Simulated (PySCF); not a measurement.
**C4H4Al− (SMILES C#[C][AlH2-][C]#C): PBE0/ANO-RCC-VDZP (sfX2C)**

Aim: the vertical ionisation energy of C4H4Al− at PBE0/ANO-RCC-VDZP (sfX2C), from 2 runs. The job is set up through a Python script.

The results are computed with PySCF 2.14.0.

### Step 1. The system as given

The species is C4H4Al− (9 atoms), meant as a singlet with charge -1. SMILES: `C#[C][AlH2-][C]#C`. Geometry: a GFN2-xTB relaxation, a rough one for these elements and not checked as a minimum.

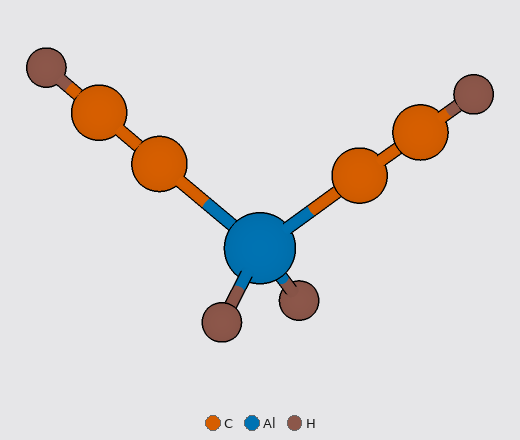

The structure, seen from a chosen angle (carbon orange, aluminium blue, hydrogen brown).

### Step 2. A single-point energy at PBE0/ANO-RCC-VDZP (sfX2C)

The input, run.py:

```python
# C#[C][AlH2-][C]#C
from pyscf import gto, dft

mol = gto.M(
    atom='''
C      2.315700    -0.126510     1.495530
C      1.529280    -0.208520     0.577820
Al     0.213810    -0.336960    -0.936580
C     -1.580070     0.311780    -0.303310
C     -2.668420     0.690800     0.070020
H      3.002730    -0.051650     2.301140
H      0.715230     0.569300    -2.177270
H      0.091940    -1.872170    -1.428600
H     -3.620210     1.023930     0.401240
''',
    verbose=3,
    spin=0,
    max_memory=1860,
    basis='ano-rcc-vdzp',
    charge=-1,
)

myscf = dft.RKS(mol, xc='pbe0')
myscf = myscf.x2c()
myscf.grids.level = 4
myscf.conv_tol = 1e-10
myscf.kernel()
if not myscf.converged:
    myscf = myscf.newton().run(myscf.mo_coeff, myscf.mo_occ)

e_final = myscf.e_tot
print(f'total energy: {e_final:.8f} hartree')
```

Run with:

```
$ OMP_NUM_THREADS=1 python run.py
```

Standard output:

```text
converged SCF energy = -397.42642380737
total energy: -397.42642381 hartree
```

Wall time 33 s (1 thread of Intel Xeon Platinum 8559C (Emerald Rapids), shared host); peak memory 0.48 GiB.

### Step 3. Doublet neutral C4H4Al

The input, calc.py:

```python
from pyscf import gto, dft

mol = gto.M(
    atom=[
    ('C', (2.315700, -0.126510, 1.495530)),
    ('C', (1.529280, -0.208520, 0.577820)),
    ('Al', (0.213810, -0.336960, -0.936580)),
    ('C', (-1.580070, 0.311780, -0.303310)),
    ('C', (-2.668420, 0.690800, 0.070020)),
    ('H', (3.002730, -0.051650, 2.301140)),
    ('H', (0.715230, 0.569300, -2.177270)),
    ('H', (0.091940, -1.872170, -1.428600)),
    ('H', (-3.620210, 1.023930, 0.401240)),
],
    basis='ano-rcc-vdzp',
    max_memory=1860,
    charge=0,
    spin=1,
    verbose=3,
)

mf = dft.UKS(mol)
mf.xc = 'pbe0'
mf = mf.x2c()
mf.conv_tol = 1e-10
mf.grids.level = 4
mf.kernel()
if not mf.converged:
    mf = mf.newton().run(mf.mo_coeff, mf.mo_occ)

e_final = mf.e_tot
print('E(%s) = %.9f' % ('PBE0', e_final))
```

Run with:

```
$ OMP_NUM_THREADS=1 python calc.py
```

Standard output:

```text
converged SCF energy = -397.262453772403  <S^2> = 0.76286054  2S+1 = 2.0128195
E(PBE0) = -397.262453772
```

Wall time 47 s (1 thread of Intel Xeon Platinum 8559C (Emerald Rapids), shared host); peak memory 0.5 GiB.

### Step 4. What came out

Level: PBE0/ANO-RCC-VDZP (sfX2C).

| quantity | value |
| --- | --- |
| singlet C4H4Al−: total energy | -397.42642 Eh |
| singlet C4H4Al−: HOMO energy | -2.58 eV |
| singlet C4H4Al−: LUMO energy | 4.13 eV |
| singlet C4H4Al−: HOMO–LUMO gap (to an unbound level, set by the basis) | 6.70 eV |
| doublet neutral C4H4Al: total energy | -397.26245 Eh |
| doublet neutral C4H4Al: dipole moment | 1.06 D |
| doublet neutral C4H4Al: HOMO energy (highest over α and β) | -7.81 eV |
| doublet neutral C4H4Al: LUMO energy (lowest over α and β) | -6.32 eV |
| doublet neutral C4H4Al: ⟨S²⟩ | 0.763 |
| vertical detachment energy (to the doublet neutral) | 4.462 eV |

Removing an electron at fixed nuclei costs 4.46 eV (103 kcal/mol). −ε(HOMO) before ionisation, 2.58 eV, is 1.88 eV below this ionisation energy. Mulliken charges (singlet C4H4Al−) run from -0.19 on H8 to +0.07 on Al3. Mulliken charges (doublet neutral C4H4Al) run from -0.09 on H6 to +0.12 on Al3.
